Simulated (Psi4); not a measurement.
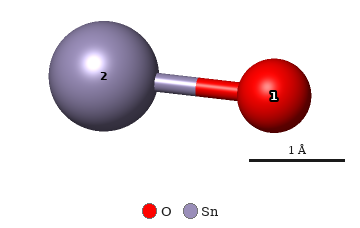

Figure 1. The structure (ball-and-stick view, seen at a tilt; atoms are numbered from 1 in the order of the input). Sticks mark near contacts. Bond lengths as drawn: O–Sn 1.85 Å.

**Excited-state calculation of SnO**

- system: SnO (tin(ii) oxide)
- method: TDA (B3LYP)/def2-SVP, RKS, core potentials def2 (Psi4 1.11)

The geometry was optimised with B3LYP/def2-SVP.

### The input (job.dat)
```python
memory 1.6 GB

molecule {
  O      0.000000     0.000000    -0.035549
  Sn     0.000000     0.000000     1.814458
}

set basis def2-SVP
set save_jk true

from psi4.driver.procrouting.response.scf_response import tdscf_excitations
energy_value, wavefunction = energy("b3lyp", return_wfn=True)
states = tdscf_excitations(wavefunction, states=6, tda=True)
```

Hardware: 1 thread of Intel Xeon @ 2.60GHz (Ice Lake), 24 GiB of memory available, shared host.

Launch command:
```bash
psi4 -i job.dat -o job.out -n 1
```

### Log
```
Psi4 1.11 release

   => Loading Basis Set <=

    Name: DEF2-SVP
    Role: ORBITAL
    Keyword: BASIS

    !!!  WARNING: ECP capability is in beta. Please check occupations closely.  !!!

         ---------------------------------------------------------
                                   SCF
                              RKS Reference
                        1 Threads,   1525 MiB Core
         ---------------------------------------------------------

  ==> Geometry <==

    Molecular point group: c2v
    Full point group: C_inf_v

    Geometry (in Angstrom), charge = 0, multiplicity = 1:

       Center              X                  Y                   Z               Mass
    ------------   -----------------  -----------------  -----------------  -----------------
         O            0.000000000000     0.000000000000    -1.632263571536    15.994914619570
         SN           0.000000000000     0.000000000000     0.217743428464   119.902201630000

  Running in c2v symmetry.

  Rotational constants: A = ************  B =      0.34902  C =      0.34902 [cm^-1]
  Rotational constants: A = ************  B =  10463.37073  C =  10463.37073 [MHz]
  Nuclear repulsion =   50.343154959910969

  Charge       = 0
  Multiplicity = 1
  Electrons    = 30
  Nalpha       = 15
  Nbeta        = 15

  ==> Algorithm <==

  SCF Algorithm Type is DF.
  DIIS enabled.
  MOM disabled.
  Fractional occupation disabled.
  Guess Type is SAD.
  Energy threshold   = 1.00e-06
  Density threshold  = 1.00e-06
  Integral threshold = 1.00e-12

  ==> Primary Basis <==

  Basis Set: DEF2-SVP
    Blend: DEF2-SVP
    Number of shells: 16
    Number of basis functions: 40
    Number of Cartesian functions: 43
    Spherical Harmonics?: true
    Max angular momentum: 2

  Core potential: DEF2-SVP
    Number of shells: 4
    Number of ECP primitives: 18
    Number of ECP core electrons: 28
    Max angular momentum: 3

  ==> DFT Potential <==

   => LibXC <=

    Version 7.1.2

   => Composite Functional: B3LYP <=

    B3LYP Hyb-GGA Exchange-Correlation Functional

    Deriv               =              1
    GGA                 =           TRUE
    Meta                =          FALSE

    Exchange Hybrid     =           TRUE
    MP2 Hybrid          =          FALSE

   => Exchange Functionals <=

    0.0800   Slater exchange
    0.7200         Becke 88

   => Exact (HF) Exchange <=

    0.2000               HF

   => Correlation Functionals <=

    0.1900   Vosko, Wilk & Nusair (VWN5_RPA)
    0.8100   Lee, Yang & Parr

   => LibXC Density Thresholds  <==

    XC_HYB_GGA_XC_B3LYP:  1.00E-15

   => Molecular Quadrature <=

    Radial Scheme          =       TREUTLER
    Pruning Scheme         =           NONE
    Nuclear Scheme         =       TREUTLER

    Blocking Scheme        =         OCTREE
    BS radius alpha        =              1
    Pruning alpha          =              1
    Radial Points          =             75
    Spherical Points       =            302
    Total Points           =          42615
    Total Blocks           =            395
    Max Points             =            254
    Max Functions          =             40
    Weights Tolerance      =       1.00E-15

   => Loading Basis Set <=

    Name: (DEF2-SVP AUX)
    Role: JKFIT
    Keyword: DF_BASIS_SCF

  ==> Integral Setup <==

  DFHelper Memory: AOs need 0.005 GiB; user supplied 1.073 GiB.
  SCF_SUBTYPE=INCORE selected. In-core MEM_DF algorithm will be used.
  Using in-core AOs.

  ==> MemDFJK: Density-Fitted J/K Matrices <==

    J tasked:                   Yes
    K tasked:                   Yes
    wK tasked:                   No
    Memory [MiB]:              1098
    Algorithm:                 Core
    Schwarz Cutoff:           1E-12
    Mask sparsity (%):       0.0000
    Fitting Condition:        1E-10

   => Auxiliary Basis Set <=

  Basis Set: (DEF2-SVP AUX)
    Blend: DEF2-UNIVERSAL-JKFIT
    Number of shells: 71
    Number of basis functions: 295
    Number of Cartesian functions: 402
    Spherical Harmonics?: true
    Max angular momentum: 5

  Cached 100.0% of DFT collocation blocks in 0.044 [GiB].

  Minimum eigenvalue in the overlap matrix is 3.6283675509E-02.
  Reciprocal condition number of the overlap matrix is 1.1194168729E-02.
    Using symmetric orthogonalization.

  ==> Pre-Iterations <==

  SCF Guess: Superposition of Atomic Densities via on-the-fly atomic UHF (no occupation information).

   -------------------------
    Irrep   Nso     Nmo
   -------------------------
     A1        19      19
     A2         3       3
     B1         9       9
     B2         9       9
   -------------------------
    Total      40      40
   -------------------------

  ==> Iterations <==

                           Total Energy        Delta E     RMS |[F,P]|

   @DF-RKS iter SAD:  -287.82233506595355   -2.87822e+02   0.00000e+00
   @DF-RKS iter   1:  -289.02848876984314   -1.20615e+00   4.32026e-02 DIIS/ADIIS
   @DF-RKS iter   2:  -282.86064295163857    6.16785e+00   1.02281e-01 ADIIS
   @DF-RKS iter   3:  -288.53549803212650   -5.67486e+00   6.22931e-02 DIIS/ADIIS
   @DF-RKS iter   4:  -289.49931085217020   -9.63813e-01   9.45429e-03 DIIS/ADIIS
   @DF-RKS iter   5:  -289.51501811093556   -1.57073e-02   2.82462e-03 DIIS/ADIIS
   @DF-RKS iter   6:  -289.51695964814741   -1.94154e-03   8.20735e-04 DIIS/ADIIS
   @DF-RKS iter   7:  -289.51712281496356   -1.63167e-04   1.73057e-04 DIIS/ADIIS
   @DF-RKS iter   8:  -289.51713139031909   -8.57536e-06   2.19742e-05 DIIS
   @DF-RKS iter   9:  -289.51713150701420   -1.16695e-07   1.63092e-06 DIIS
   @DF-RKS iter  10:  -289.51713150746764   -4.53440e-10   9.18502e-07 DIIS
  Energy and wave function converged.

  ==> Post-Iterations <==

   Electrons on quadrature grid:
      Ntotal   =   29.9999910972 ; deviation = -8.903e-06

    Orbital Energies [Eh]
    ---------------------

    Doubly Occupied:

       1A1   -19.100003     2A1    -5.110389     1B2    -3.454283
       1B1    -3.454283     3A1    -3.444043     4A1    -1.047575
       5A1    -1.037478     1A2    -1.037478     2B1    -1.029138
       2B2    -1.029138     6A1    -0.835396     7A1    -0.427916
       3B2    -0.273820     3B1    -0.273820     8A1    -0.269849

    Virtual:

       4B1    -0.086471     4B2    -0.086471     9A1     0.019667
      10A1     0.140678     5B2     0.226012     5B1     0.226012
      11A1     0.300982    12A1     0.328068     2A2     0.328068
       6B1     0.392597     6B2     0.392597    13A1     0.537109
      14A1     1.036310     7B1     1.054686     7B2     1.054686
      15A1     1.345069     3A2     2.678319    16A1     2.678353
       8B2     2.712497     8B1     2.712497    17A1     2.875143
       9B1    14.390667     9B2    14.390667    18A1    14.964656
      19A1    51.614899

    Final Occupation by Irrep:
             A1    A2    B1    B2
    DOCC [     8,    1,    3,    3 ]
    NA   [     8,    1,    3,    3 ]
    NB   [     8,    1,    3,    3 ]

  @DF-RKS Final Energy:  -289.51713150746764

   => Energetics <=

    Nuclear Repulsion Energy =             50.3431549599109687
    One-Electron Energy =                -580.7452677595475734
    Two-Electron Energy =                 262.5112596938614047
    DFT Exchange-Correlation Energy =     -21.6262784016924705
    Empirical Dispersion Energy =           0.0000000000000000
    VV10 Nonlocal Energy =                  0.0000000000000000
    Total Energy =                       -289.5171315074676386

Computation Completed

Properties will be evaluated at   0.000000,   0.000000,   0.000000 [a0]

Properties computed using the SCF density matrix

 Multipole Moments:

 ------------------------------------------------------------------------------------
     Multipole            Electronic (a.u.)      Nuclear  (a.u.)        Total (a.u.)
 ------------------------------------------------------------------------------------

 L = 1.  Multiply by 2.5417464519 to convert [e a0] to [Debye]
 Dipole X            :          0.0000000            0.0000000            0.0000000
 Dipole Y            :          0.0000000            0.0000000            0.0000000
 Dipole Z            :         17.1349964          -15.6237891            1.5112073
 Magnitude           :                                                    1.5112073

 ------------------------------------------------------------------------------------

	total time  =          2 seconds =       0.03 minutes

******************************************************************************************
**********                               WARNING                                **********
**********       The names of excited state variables changed between 1.5       **********
**********     and 1.6. For a quick solution, remove the symmetry specifier     **********
**********   from the variable name. For full details, see 'Notes on Psivars'   **********
**********                        in the documentation.                         **********
******************************************************************************************

         ---------------------------------------------------------
                         TDSCF excitation energies
         ---------------------------------------------------------

  ==> Options <==

     Residual threshold  : 1.0000e-04
     Initial guess       : denominators
     Reference           : RHF
     Solver type         : TDA (Davidson)

  ==> Requested Excitations <==

      2 singlet states with A1 symmetry
      2 singlet states with A2 symmetry
      1 singlet states with B1 symmetry
      1 singlet states with B2 symmetry

  ==> Seeking the lowest 2 singlet states with A1 symmetry

                         Generalized Davidson Solver

  ==> Options <==

    Max number of iterations        = 60
    Eigenvector tolerance           = 1.0000e-04
    Max number of expansion vectors = 400

  => Iterations <=
                           Max[D[value]]     Max[|R|]   # vectors
  DavidsonSolver iter   1:   2.27680e-01  7.52031e-02      8
  DavidsonSolver iter   2:   6.80629e-03  1.22178e-02     10
  DavidsonSolver iter   3:   1.71887e-04  1.29677e-03     12
  DavidsonSolver iter   4:   4.63918e-07  1.08266e-04     13
  DavidsonSolver iter   5:   6.59661e-09  2.07251e-05     14      Converged

  ==> Seeking the lowest 2 singlet states with A2 symmetry

                         Generalized Davidson Solver

  ==> Options <==

    Max number of iterations        = 60
    Eigenvector tolerance           = 1.0000e-04
    Max number of expansion vectors = 400

  => Iterations <=
                           Max[D[value]]     Max[|R|]   # vectors
  DavidsonSolver iter   1:   1.40957e-01  2.19322e-02      8
  DavidsonSolver iter   2:   2.17712e-04  6.74558e-04     10
  DavidsonSolver iter   3:   2.07561e-07  7.66802e-06     12      Converged

  ==> Seeking the lowest 1 singlet states with B1 symmetry

                         Generalized Davidson Solver

  ==> Options <==

    Max number of iterations        = 60
    Eigenvector tolerance           = 1.0000e-04
    Max number of expansion vectors = 200

  => Iterations <=
                           Max[D[value]]     Max[|R|]   # vectors
  DavidsonSolver iter   1:   1.44939e-01  4.63426e-02      4
  DavidsonSolver iter   2:   2.30782e-03  4.21162e-03      5
  DavidsonSolver iter   3:   1.31595e-05  4.25492e-04      6
  DavidsonSolver iter   4:   9.14850e-08  3.13139e-05      7      Converged

  ==> Seeking the lowest 1 singlet states with B2 symmetry

                         Generalized Davidson Solver

  ==> Options <==

    Max number of iterations        = 60
    Eigenvector tolerance           = 1.0000e-04
    Max number of expansion vectors = 200

  => Iterations <=
                           Max[D[value]]     Max[|R|]   # vectors
  DavidsonSolver iter   1:   1.44939e-01  4.63426e-02      4
  DavidsonSolver iter   2:   2.30782e-03  4.21162e-03      5
  DavidsonSolver iter   3:   1.31595e-05  4.25492e-04      6
  DavidsonSolver iter   4:   9.14850e-08  3.13139e-05      7      Converged

******************************************************************************************
**********                               WARNING                                **********
**********  Length-gauge rotatory strengths are **NOT** gauge-origin invariant  **********
******************************************************************************************

                                    Excitation Energy         Total Energy        Oscillator Strength             Rotatory Strength
     #   Sym: GS->ES (Trans)        au              eV              au          au (length)    au (velocity)    au (length)    au (velocity)
    ---- -------------------- --------------- --------------- --------------- --------------- --------------- --------------- ---------------
     1      A1->A2 (1 A2)      0.12850         3.49667        -289.38863       0.0000          0.0000          0.0000         -0.0000
     2      A1->A1 (1 A1)      0.14074         3.82970        -289.37639       0.0000          0.0000          0.0000         -0.0000
     3      A1->A2 (1 A2)      0.14074         3.82970        -289.37639       0.0000          0.0000          0.0000         -0.0000
     4      A1->B1 (1 B1)      0.14262         3.88083        -289.37451       0.0335          0.0005          0.0000         -0.0000
     5      A1->B2 (1 B2)      0.14262         3.88083        -289.37451       0.0335          0.0005          0.0000         -0.0000
     6      A1->A1 (1 A1)      0.22070         6.00560        -289.29643       0.0010          0.2294          0.0000         -0.0000

Contributing excitations
Only contributions with abs(coeff) > 1.00e-01 will be printed:

Excited State    1 (1 A2):   0.12850 au   354.58 nm f = 0.0000
  Sums of squares: Xssq =  1.000000e+00
      3b1  ->   4b2     0.706597 (49.928%)
      3b2  ->   4b1    -0.706597 (49.928%)

Excited State    2 (1 A1):   0.14074 au   323.74 nm f = 0.0000
  Sums of squares: Xssq =  1.000000e+00
      3b1  ->   4b1    -0.706820 (49.959%)
      3b2  ->   4b2     0.706820 (49.959%)

Excited State    3 (1 A2):   0.14074 au   323.74 nm f = 0.0000
  Sums of squares: Xssq =  1.000000e+00
      3b1  ->   4b2     0.706820 (49.959%)
      3b2  ->   4b1     0.706820 (49.959%)

Excited State    4 (1 B1):   0.14262 au   319.48 nm f = 0.0335
  Sums of squares: Xssq =  1.000000e+00
      7a1  ->   4b1     0.129149 ( 1.668%)
      8a1  ->   4b1     0.989662 (97.943%)

Excited State    5 (1 B2):   0.14262 au   319.48 nm f = 0.0335
  Sums of squares: Xssq =  1.000000e+00
      7a1  ->   4b2     0.129149 ( 1.668%)
      8a1  ->   4b2     0.989662 (97.943%)

Excited State    6 (1 A1):   0.22070 au   206.45 nm f = 0.0010
  Sums of squares: Xssq =  1.000000e+00
      8a1  ->   9a1     0.769298 (59.182%)
      3b1  ->   4b1     0.440218 (19.379%)
      3b2  ->   4b2     0.440218 (19.379%)

******************************************************************************************
**********                               WARNING                                **********
**********       The names of excited state variables changed between 1.5       **********
**********     and 1.6. For a quick solution, remove the symmetry specifier     **********
**********   from the variable name. For full details, see 'Notes on Psivars'   **********
**********                        in the documentation.                         **********
******************************************************************************************

    Psi4 run time: 0:00:04.24
```

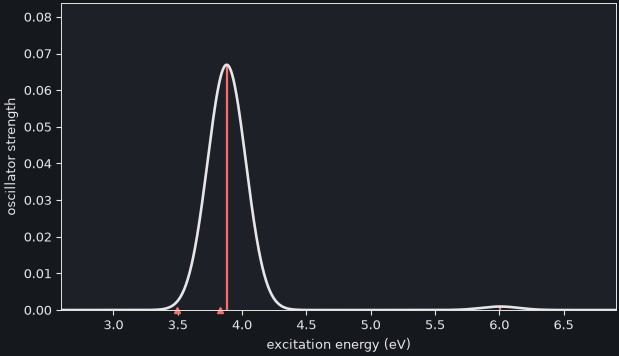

Figure 2. Computed excitations as sticks (degenerate states added up, dark ones marked on the axis), with a Gaussian envelope of 0.35 eV full width at half maximum, scaled to the tallest. Of the 6 states the lowest lies at 3.50 eV (f = 0.000); the strongest line is at 3.88 eV, or 319 nm (f = 0.067, summed over 2 states that lie within 0.004 eV).

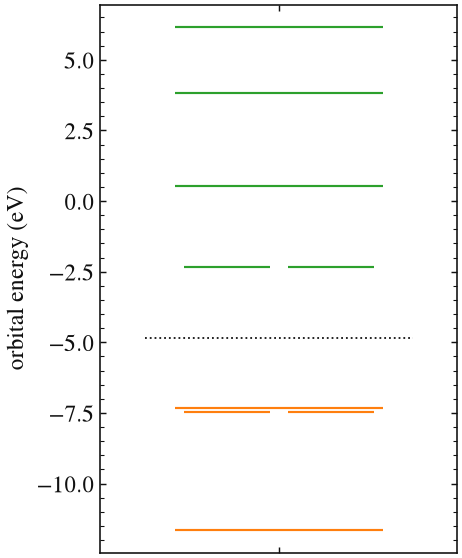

Figure 3. Orbital energies near the frontier; the dotted line parts filled from empty levels, and levels within 0.02 eV of each other stand side by side. Highest filled −7.34 eV, lowest empty −2.35 eV, 4.99 eV apart.

### Results in brief

| quantity | value |
| --- | --- |
| outcome | converged |
| total energy | −289.517132 hartree |
| basis functions | 40 |
| HOMO | −7.34 eV |
| LUMO | −2.35 eV |
| dipole moment | 3.84 D |
| lowest excitation | 3.50 eV |
| wall time | 5.7 s |
| peak memory | 0.24 GiB |
